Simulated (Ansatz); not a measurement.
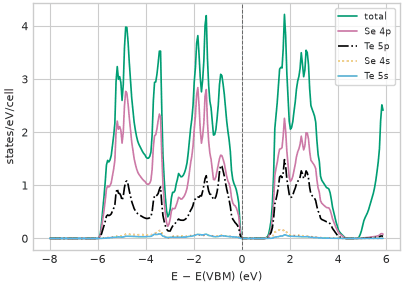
*Total and projected density of states of TeSe$_{2}$ in space group C2 (No. 5; Te on 2b, Se on 4c), r²SCAN+D4 in the plane-wave PAW code Ansatz*

Question: Which orbitals carry the states next to the gap?

Answer: Top 1 eV of the valence band: Se 4p 55 %, Te 5p 40 %. Bottom 1 eV of the conduction band: Se 4p 54 %, Te 5p 35 %, outside the projected shells 5 %. Projections are on Löwdin-orthogonalised atomic valence shells; empty p or d shells of many metals are not among them.

Question: Where is the tallest occupied peak in this window, and what makes it?

Answer: Near -1.5 eV, about 4.2 states/eV per cell; the largest projected share is Se 4p.

The first step of the workflow began from a Materials Project structure, measured or hypothetical; the Crystallography Open Database copy checked does not list it. Whether it is the stable phase at ambient conditions was not checked. The cell was relaxed with r²SCAN+D4 under the symmetry of its start; whether a distortion lowers the energy is not shown. Scalar-relativistic: spin–orbit coupling is off unless named, which matters more the heavier the elements.

Potentials: the later of the program's two PAW sets.
